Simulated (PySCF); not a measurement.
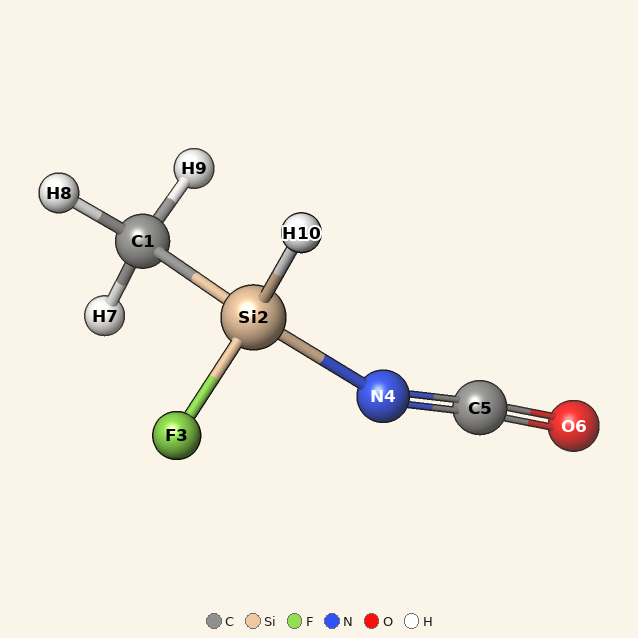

The geometry was computed by an optimisation with GFN2-xTB. No frequency run is at hand to confirm it as a minimum. Level of theory: delta-SCF UKS SCAN, pcX-2 on the ionised atom, pcseg-1 elsewhere, spin-free X2C (PySCF 2.14.0).

Give the core-electron binding energies (to vacuum; p and d levels without spin–orbit splitting) of C1 1s, Si2 1s, Si2 2p, F3 1s, N4 1s, C5 1s, O6 1s.

```csv
atom,level,binding energy (eV)
C1,1s,290.8
Si2,1s,1848.7
Si2,2p,108.8
F3,1s,692.4
N4,1s,405.7
C5,1s,295.2
O6,1s,539.6
```

The geometry is semi-empirical. Around Si such bond lengths and angles can be off by a tenth of an ångström or more and by several degrees, and values that hang on the shape move with them.
